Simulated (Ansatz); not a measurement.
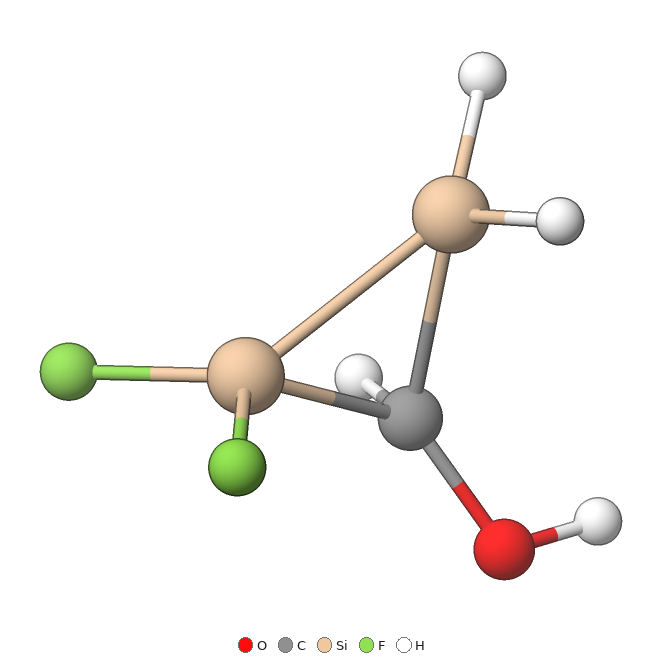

The geometry was computed by an optimisation with PBE-D4/def2-SVP. No frequency run is at hand to confirm it as a minimum.

Give the structural formula.

SMILES: O[C@@H]1[SiH2][Si]1(F)F

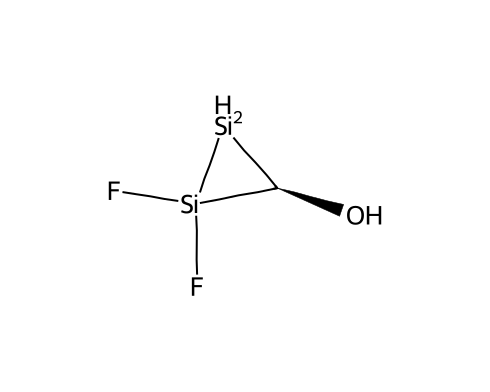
